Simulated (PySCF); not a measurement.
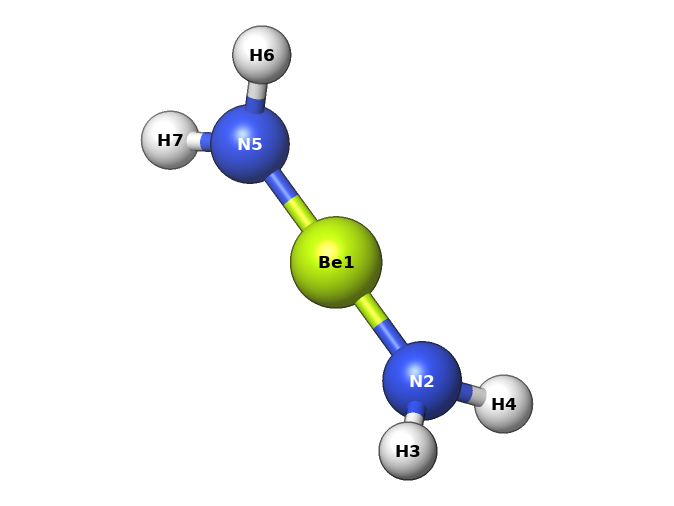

The computed structure is the end point of a PBE0-D3(BJ)/def2-SVP optimisation. No frequency run is at hand to confirm it as a minimum. Level of theory: B3LYP/pcJ-1 indirect spin-spin coupling, non-relativistic, gas phase (PySCF 2.14.0). Isotopes: 1H, 15N.

Give the spin–spin coupling constants of these pairs, with the number of bonds between them: N2/H3, N2/H4, N5/H6, N5/H7, N2/N5, H3/H4, H6/H7.

```json
{"pair": "N2, H3", "bonds apart": "1", "J (Hz)": "−76.6"}
{"pair": "N2, H4", "bonds apart": "1", "J (Hz)": "−76.6"}
{"pair": "N5, H6", "bonds apart": "1", "J (Hz)": "−76.6"}
{"pair": "N5, H7", "bonds apart": "1", "J (Hz)": "−76.6"}
{"pair": "N2, N5", "bonds apart": "2", "J (Hz)": "0.9"}
{"pair": "H3, H4", "bonds apart": "2", "J (Hz)": "−10.3"}
{"pair": "H6, H7", "bonds apart": "2", "J (Hz)": "−10.2"}
```
